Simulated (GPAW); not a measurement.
**Does Al3Fe5 (bcc Fe10Al6) carry moments in GPAW?**

Aim: find out whether Al3Fe5 (bcc Fe10Al6) carries moments when they start parallel, and what they gain.

Method: PBE; plane waves with GPAW's PAW setups, scalar-relativistic, in GPAW 26.7.0.

## 1. The structure

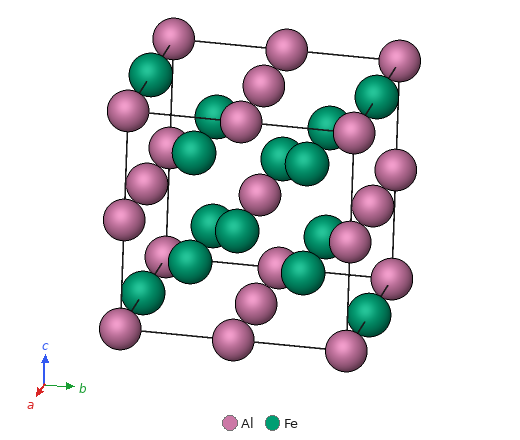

The starting structure, seen slightly off an axis (aluminium pink, iron teal). Some periodic images of atoms are drawn too.

The cell is a made-up one and need not be a known phase.

## 2. Run 1 (ferro ++++++++++)

Parallel moments need no larger cell; this start tests for a ferromagnetic state only.

Input file order1.py:

```python
import json
import numpy as np
from ase import Atoms
from ase.parallel import paropen, parprint
from gpaw import GPAW

atoms = Atoms(['Al', 'Fe', 'Al', 'Fe', 'Al', 'Fe', 'Fe', 'Fe', 'Fe', 'Fe', 'Al', 'Fe', 'Al', 'Fe', 'Al', 'Fe'],
    cell=[[6.0125, 0.0, 0.0],
         [0.0, 6.0125, 0.0],
         [0.0, 0.0, 6.0125]],
    scaled_positions=[[0.0, 0.0, 0.0],
         [0.25, 0.25, 0.25],
         [0.0, 0.0, 0.5],
         [0.25, 0.25, 0.75],
         [0.0, 0.5, 0.0],
         [0.25, 0.75, 0.25],
         [0.0, 0.5, 0.5],
         [0.25, 0.75, 0.75],
         [0.5, 0.0, 0.0],
         [0.75, 0.25, 0.25],
         [0.5, 0.0, 0.5],
         [0.75, 0.25, 0.75],
         [0.5, 0.5, 0.0],
         [0.75, 0.75, 0.25],
         [0.5, 0.5, 0.5],
         [0.75, 0.75, 0.75]],
    pbc=True,
    magmoms=[0.0, 2.4, 0.0, 2.4, 0.0, 2.4, 2.4, 2.4, 2.4, 2.4, 0.0, 2.4, 0.0, 2.4, 0.0, 2.4])
atoms.calc = GPAW(mode={'name': 'pw', 'ecut': 450},
    xc='PBE',
    kpts={'size': (7, 7, 7), 'gamma': True},
    occupations={'name': 'fermi-dirac', 'width': 0.05},
    convergence={'density': 1e-05, 'energy': 1e-05},
    maxiter=200,
    mixer={'name': 'pulay', 'beta': 0.04, 'nmaxold': 8, 'weight': 100},
    symmetry={'tolerance': 1e-4},
    txt='order1.txt')
e = atoms.get_potential_energy(force_consistent=True)
res = {'free_energy': e, 'energy_sigma0': atoms.get_potential_energy(), 'fermi_energy': atoms.calc.get_fermi_level()}
res['moments'] = atoms.get_magnetic_moments().tolist()
res['total'] = atoms.get_magnetic_moment()
parprint('site moments (muB):', np.round(res['moments'], 3))
parprint(f"total moment: {res['total']:.3f} muB")
parprint(f'free energy: {e:.6f} eV')
atoms.calc.write('order1.gpw')
with paropen('results.json', 'w') as f:
    json.dump(res, f)
```

Run with:

```console
OMP_NUM_THREADS=1 mpirun -n 4 gpaw python order1.py > order1.log
```

Numbers of over 12 decimals in the logs are rounded to 6 here.

What it wrote:

```text
site moments (muB): [-0.078  2.081 -0.078  2.081 -0.078  2.081  2.475  2.081  2.475  2.081
 -0.078  2.081 -0.078  2.081 -0.078  2.081]
total moment: 20.736 muB
free energy: -114.685107 eV

--- order1.txt ---
Input parameters:
  mode=PW(ecut=450),
  convergence={'density': 1e-05, 'energy': 1e-05},
  kpts=MonkhorstPack(size=(7, 7, 7), gamma=True),
  maxiter=200,
  mixer=Pulay(name='pulay', nmaxold=8, beta=0.04, weight=100, sigma=0.015, g_ss=None),
  occupations=Occupations(name='fermi-dirac', width=0.05),
  symmetry=Symmetry(tolerance=0.0001),
  xc=XC(name='PBE')

Diagonalizing LCAO Hamiltonian
Converting LCAO to pw mode
     .--------------.
    /|              |
   / |              |
  /  |  Fe     Fe   |
 *   |              |
 | Fe|Fe   AlFe     |
 |   |  Fe     Fe   |
 Al  .---Al---------.
 |  / Fe     Fe    /
 | /l      Al     /
 |/              /
 Al------Fe-----*

Atoms  # Å, Bohr magnetons
|    | symbol |        x |        y |        z |    initial magnetic moments |
|----|--------|----------|----------|----------|-----------------------------|
|  0 |     Al | 0.000000 | 0.000000 | 0.000000 | ( 0.0000,  0.0000,  0.0000) |
|  1 |     Fe | 1.503125 | 1.503125 | 1.503125 | ( 0.0000,  0.0000,  2.4000) |
|  2 |     Al | 0.000000 | 0.000000 | 3.006250 | ( 0.0000,  0.0000,  0.0000) |
|  3 |     Fe | 1.503125 | 1.503125 | 4.509375 | ( 0.0000,  0.0000,  2.4000) |
|  4 |     Al | 0.000000 | 3.006250 | 0.000000 | ( 0.0000,  0.0000,  0.0000) |
|  5 |     Fe | 1.503125 | 4.509375 | 1.503125 | ( 0.0000,  0.0000,  2.4000) |
|  6 |     Fe | 0.000000 | 3.006250 | 3.006250 | ( 0.0000,  0.0000,  2.4000) |
|  7 |     Fe | 1.503125 | 4.509375 | 4.509375 | ( 0.0000,  0.0000,  2.4000) |
|  8 |     Fe | 3.006250 | 0.000000 | 0.000000 | ( 0.0000,  0.0000,  2.4000) |
|  9 |     Fe | 4.509375 | 1.503125 | 1.503125 | ( 0.0000,  0.0000,  2.4000) |
| 10 |     Al | 3.006250 | 0.000000 | 3.006250 | ( 0.0000,  0.0000,  0.0000) |
| 11 |     Fe | 4.509375 | 1.503125 | 4.509375 | ( 0.0000,  0.0000,  2.4000) |
| 12 |     Al | 3.006250 | 3.006250 | 0.000000 | ( 0.0000,  0.0000,  0.0000) |
| 13 |     Fe | 4.509375 | 4.509375 | 1.503125 | ( 0.0000,  0.0000,  2.4000) |
| 14 |     Al | 3.006250 | 3.006250 | 3.006250 | ( 0.0000,  0.0000,  0.0000) |
| 15 |     Fe | 4.509375 | 4.509375 | 4.509375 | ( 0.0000,  0.0000,  2.4000) |

Unit cell  # Å
| periodic |        x |        y |        z |  lengths |    angles |
|----------|----------|----------|----------|----------|-----------|
|      yes | 6.012500 | 0.000000 | 0.000000 | 6.012500 | 90.000000 |
|      yes | 0.000000 | 6.012500 | 0.000000 | 6.012500 | 90.000000 |
|      yes | 0.000000 | 0.000000 | 6.012500 | 6.012500 | 90.000000 |

Number of symmetries: 16

BZ-sampling:
  Number of BZ points: 343
  Number of IBZ points: 40

  Monkhorst-Pack size: [7, 7, 7]
  Monkhorst-Pack shift: [0, 0, 0]

K-points  # in reciprocal-cell coordinates
|     |                                coordinates |     weight |
|-----|--------------------------------------------|------------|
|   0 | (  0.00000000,   0.00000000,   0.00000000) | 0.00291545 |
|   1 | (  0.00000000,   0.14285714,   0.00000000) | 0.01166181 |
|   2 | (  0.00000000,   0.14285714,   0.14285714) | 0.01166181 |
|   3 | (  0.00000000,   0.28571429,   0.00000000) | 0.01166181 |
|   4 | (  0.00000000,   0.28571429,   0.14285714) | 0.02332362 |
|   5 | (  0.00000000,   0.28571429,   0.28571429) | 0.01166181 |
|   6 | (  0.00000000,   0.42857143,   0.00000000) | 0.01166181 |
|   7 | (  0.00000000,   0.42857143,   0.14285714) | 0.02332362 |
|   8 | (  0.00000000,   0.42857143,   0.28571429) | 0.02332362 |
|   9 | (  0.00000000,   0.42857143,   0.42857143) | 0.01166181 |
| ... |                                            |            |
|  39 | (  0.42857143,   0.42857143,   0.42857143) | 0.02332362 |

Plane wave coefficients: 4736
Cutoff: 450.000000 eV

Spin-components: 2 (collinear spins)
Bands:           78
Projectors:      90
Spin-degeneracy: 1
Datatype:        complex128

Parallelization:
  kpt:    4
  domain: 1
  band:   1

Density:
  Valence electrons: 98.0
  Components: 2
  Grid points: [30 30 30]
  Charge: 0.0  # |e|

Potential:
  Grid points: [30 30 30]

species:
  Al:
    name:    Aluminium
    Z:       13.0
    valence: 3
    core:    10
    charge:  0.0  # [|e|]
    compensation charges:
      type: gauss
      rc: 0.34  # [Å]
      lmax: 2
    cutoffs:
      filter: 1.91  # [Å]
      core: 2.36  # [Å]
    projectors
    | kind |    occ | energy [eV] | rcut [Å] |
    |------|--------|-------------|----------|
    |   3s |  2.000 |      -7.753 |    1.085 |
    |   3p |  1.000 |      -2.712 |    1.085 |
    |    s |        |      19.459 |    1.085 |
    |    p |        |      24.499 |    1.085 |
    |    d |        |       0.000 |    1.085 |

    Using partial waves for Al as LCAO basis

  Fe:
    name:    Iron
    Z:       26.0
    valence: 8
    core:    18
    charge:  0.0  # [|e|]
    compensation charges:
      type: gauss
      rc: 0.33  # [Å]
      lmax: 2
    cutoffs:
      filter: 2.06  # [Å]
      core: 2.67  # [Å]
    projectors
    | kind |    occ | energy [eV] | rcut [Å] |
    |------|--------|-------------|----------|
    |   4s |  2.000 |      -5.291 |    1.164 |
    |   4p |  0.000 |      -1.326 |    1.058 |
    |   3d |  6.000 |      -7.505 |    1.058 |
    |    s |        |      21.920 |    1.164 |
    |    p |        |      25.885 |    1.058 |
    |    d |        |      19.706 |    1.058 |

    Using partial waves for Fe as LCAO basis

Reference energy: -385815.085589  # eV

eigensolver:
  PPCG
  Converge bands: occupied
  niter=2

density mixing:
  Pulay-Mixer
  Linear mixing parameters: 0.04
  Old densities: 8
  Fourier metric: weight=100, sigma=0.015

occupation numbers:
  Fermi-Dirac:
    width: 0.0500  # eV

poisson solver:
  ecut: 3600.000000  # eV

xc functional:
  name: PBE with 2 nearest neighbor stencil

convergence criteria:
- Maximum integral of absolute [dens]ity change: 1e-05 electrons / valence electron
- Maximum [total energy] change in last 3 cyles: 1e-05 eV / valence electron
- Maximum integral of absolute [eigenst]ate change: 4e-08 eV^2 / valence electron
maximum number of iterations: 200

SCF iterations
|iter     |      energy | eigst |  dens |  magmom |
|---------|-------------|-------|-------|---------|
|iter:   1|       0s | -113.735592 | +0.46 |       | +24.0734|
|iter:   2|      16s | -113.983802 | -1.05 | -1.01 | +23.9407|
|iter:   3|      31s | -113.969876 | -1.99 | -1.10 | +23.7453|
|iter:   4|      47s | -114.177628 | -1.51 | -1.13 | +22.7009|
|iter:   5|      62s | -114.214130 | -2.16 | -1.30 | +22.5594|
|iter:   6|      78s | -114.404946 | -2.42 | -1.35 | +21.9745|
|iter:   7|      94s | -114.429061 | -3.25 | -1.48 | +21.9436|
|iter:   8|     109s | -114.798850 | -2.18 | -1.47 | +21.5089|
|iter:   9|     125s | -114.668049 | -1.37 | -1.39 | +20.8522|
|iter:  10|     141s | -114.590928 | -2.22 | -1.72 | +20.8710|
[... 12 iterations left out ...]
|iter:  23|     327s | -114.604312c| -8.45c| -4.16 | +20.7338|
|iter:  24|     339s | -114.604309c| -7.50c| -4.18 | +20.7345|
|iter:  25|     346s | -114.604309c| -7.95c| -4.43 | +20.7349|
|iter:  26|     354s | -114.604310c| -8.07c| -4.51 | +20.7351|
|iter:  27|     361s | -114.604310c| -7.87c| -4.61 | +20.7355|
|iter:  28|     369s | -114.604312c| -7.79c| -4.75 | +20.7356|
|iter:  29|     376s | -114.604312c| -8.43c| -4.97 | +20.7356|
|iter:  30|     384s | -114.604314c| -8.06c| -5.00 | +20.7356|
|iter:  31|     391s | -114.604314c| -8.31c| -4.97 | +20.7356|
|iter:  32|     399s | -114.604314c| -9.19c| -5.04c| +20.7356|

Converged in 32 steps
Energy contributions relative to reference atoms: (reference = -385815.085589)

Energy contributions:
  Kinetic:          60.950248
  Coulomb:         -43.827240
  Zero:              1.328004
  External:          0.000000
  Xc:             -132.974532
  Entropy:          -0.161586
  Spinorbit:         0.000000
  ----------------------------
  Free energy:    -114.685107
  Extrapolated:   -114.604314

dipole moment: (-45.537194, -45.537194, -45.537194)  # |e|*Ang

Total magnetic moment: (0.000000, 0.000000, 20.735604)

Local magnetic moments
|        x |        y |         z |
|----------|----------|-----------|
| 0.000000 | 0.000000 | -0.077654 |  # Al   0
| 0.000000 | 0.000000 |  2.081018 |  # Fe   1
| 0.000000 | 0.000000 | -0.077654 |  # Al   2
| 0.000000 | 0.000000 |  2.081018 |  # Fe   3
| 0.000000 | 0.000000 | -0.077654 |  # Al   4
| 0.000000 | 0.000000 |  2.081018 |  # Fe   5
| 0.000000 | 0.000000 |  2.475002 |  # Fe   6
| 0.000000 | 0.000000 |  2.081018 |  # Fe   7
| 0.000000 | 0.000000 |  2.475002 |  # Fe   8
| 0.000000 | 0.000000 |  2.081018 |  # Fe   9
| 0.000000 | 0.000000 | -0.077654 |  # Al  10
| 0.000000 | 0.000000 |  2.081018 |  # Fe  11
| 0.000000 | 0.000000 | -0.077654 |  # Al  12
| 0.000000 | 0.000000 |  2.081018 |  # Fe  13
| 0.000000 | 0.000000 | -0.077654 |  # Al  14
| 0.000000 | 0.000000 |  2.081018 |  # Fe  15

Fermi level: 8.308
Eigenvalues  # (at kpt = [0.000, 0.000, 0.000])
| band index |      eig [eV] | occ [0-1] |      eig [eV] | occ [0-1] |
|------------|---------------|-----------|---------------|-----------|
|          0 |        -1.337 |     1.000 |        -1.366 |     1.000 |
|        ... |               |           |               |           |
|         45 |         6.817 |     1.000 |         8.962 |     0.000 |
|         46 |         6.862 |     1.000 |         9.041 |     0.000 |
|         47 |         6.862 |     1.000 |         9.041 |     0.000 |
|         48 |         7.023 |     1.000 |         9.082 |     0.000 |
|         49 |         7.023 |     1.000 |         9.082 |     0.000 |
|         50 |         7.023 |     1.000 |         9.583 |     0.000 |
|         51 |         7.133 |     1.000 |         9.583 |     0.000 |
|         52 |         7.374 |     1.000 |         9.583 |     0.000 |
|         53 |         7.374 |     1.000 |         9.639 |     0.000 |
|         54 |         7.374 |     1.000 |         9.639 |     0.000 |
|         55 |         7.406 |     1.000 |         9.787 |     0.000 |
|         56 |         7.406 |     1.000 |         9.787 |     0.000 |
|         57 |         7.783 |     1.000 |         9.865 |     0.000 |
|         58 |         7.783 |     1.000 |         9.865 |     0.000 |
|         59 |         7.783 |     1.000 |         9.865 |     0.000 |
|        ... |               |           |               |           |
|         77 |        14.227 |     0.000 |        14.264 |     0.000 |

No gap
No difference between direct/indirect transitions
```

Wall time 7.1 min (4 MPI ranks of Arm Neoverse V1, shared host); peak memory 1.5 GiB.

Spin moment in the augmentation sphere by atom:

| atom | spin moment in the augmentation sphere (μB) |
| --- | --- |
| Al1 | -0.08 |
| Fe2 | 2.08 |
| Al3 | -0.08 |
| Fe4 | 2.08 |
| Al5 | -0.08 |
| Fe6 | 2.08 |
| Fe7 | 2.48 |
| Fe8 | 2.08 |
| Fe9 | 2.48 |
| Fe10 | 2.08 |
| Al11 | -0.08 |
| Fe12 | 2.08 |
| Al13 | -0.08 |
| Fe14 | 2.08 |
| Al15 | -0.08 |
| Fe16 | 2.08 |

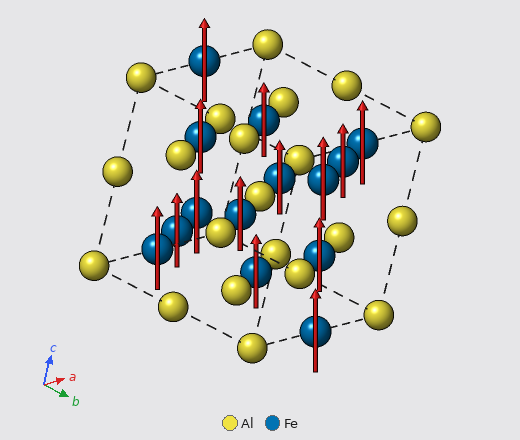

Spin moment in the augmentation sphere as arrows, the longest 2.48 μB. Up and down stand for the sign. Arrows give size and sign along the axis of quantisation, drawn up and down the page. Some periodic images of atoms are drawn too.

This step gave:

```yaml
magnetization: 20.74 μB
final_state: ferromagnetic
```

After 32 cycles the largest moment stands at 2.48 μB.

(Part 1 of 2 ends here.)

[Logs and program files are shortened in this print: banners, set-up blocks, solver, clock and traceback lines can be left out without a mark of their own.]

[Logs are printed without paths, hosts, clocks, repeated set-up lines and the standing remarks that a program may print on its own settings, such as how far it seeks lower states.]

[Hosts, paths, dates, database ids (printed as entryN), source tags and the programs' standing remarks are cut or masked in the printed files.]

[Where a cell is said to come from a database of computed structures, the database is the Materials Project.]
